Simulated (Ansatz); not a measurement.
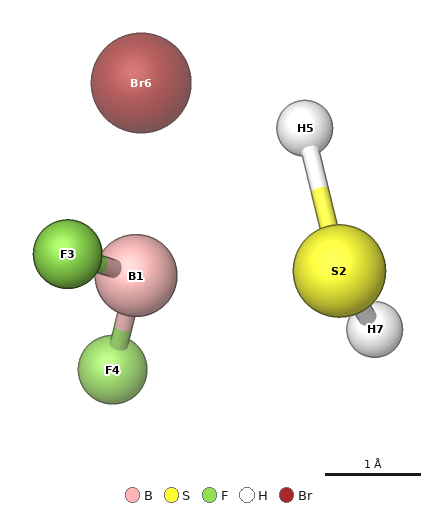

BH$_{2}$SBrF$_{2}$ (coarse preliminary run), before the saddle-point search. A ball-and-stick model, seen at a tilt.

The reaction that was planned forms B1–Br6, S2–H5 and breaks B1–S2, H5–Br6 (atoms numbered from 1 in input order).

All numbers below come from RKS PBE0-D4/def2-SVP (Ansatz).

Input file:
```yaml
crystal:
  periodic: [false, false, false]
  atoms:
    - {symbol: B, position_ang: [-0.746088, -0.247121, -0.393390]}
    - {symbol: S, position_ang: [1.348308, 0.372568, -0.704040]}
    - {symbol: F, position_ang: [-0.984379, -1.338143, -1.080861]}
    - {symbol: F, position_ang: [-1.542355, 0.798546, -0.417839]}
    - {symbol: H, position_ang: [1.228187, -0.307208, 0.945527]}
    - {symbol: Br, position_ang: [-0.430930, -0.896573, 1.877113]}
    - {symbol: H, position_ang: [1.127255, 1.617831, -0.226409]}
basis:
  gaussian: {orbitals: def2-SVP}
hamiltonian: {xc: pbe0, dispersion: d4}
saddle:
  f_tol: 0.04
  max_steps: 70
  order_check: false
  mode_guess:
    - [-0.8171, -0.5535, 1.0938]
    - [0.8822, -0.0993, 0.7817]
    - [0.0000, 0.0000, 0.0000]
    - [0.0000, 0.0000, 0.0000]
    - [0.9001, 0.6760, -1.3902]
    - [-0.9652, -0.0233, -0.4853]
    - [0.0000, 0.0000, 0.0000]
```

### Where does the saddle-point search end?

The search converged after 8 steps with a largest force component of 0.00098 eV/Å and a curvature of −6.17 eV/Å² along the mode that it followed. The atom that moves furthest after the best rigid fit is H5 (0.24 Å). By element the largest moves are H 0.24 Å, Br 0.16 Å, S 0.13 Å, B 0.13 Å, F 0.07 Å. Near-neighbour distances that change, for instance: H5–Br6 1.992 → 1.679 Å, S2–Br6 3.382 → 3.124 Å, B1–S2 2.206 → 1.961 Å, S2–H5 1.788 → 1.669 Å. Among the angles between lasting bonds that change: F3–B1–F4 122.8° → 120.3°.

The structure at the end:

```xyz
7

B    -0.6246   -0.2062   -0.4125
S     1.2551    0.3046   -0.6394
F    -0.9339   -1.3223   -1.0535
F    -1.4805    0.8056   -0.3817
H     0.9985   -0.3066    0.8924
Br   -0.2941   -0.8526    1.8146
H     1.0795    1.5774   -0.2198
```

After the run, drawn alike:

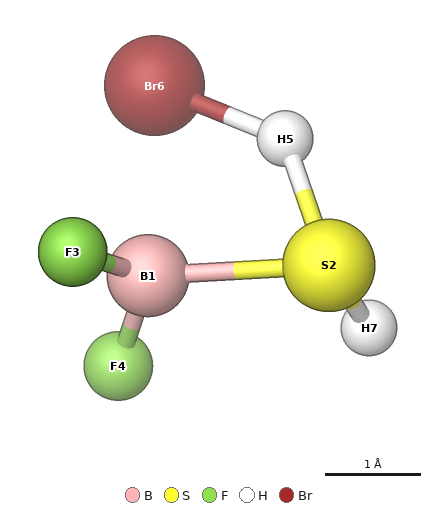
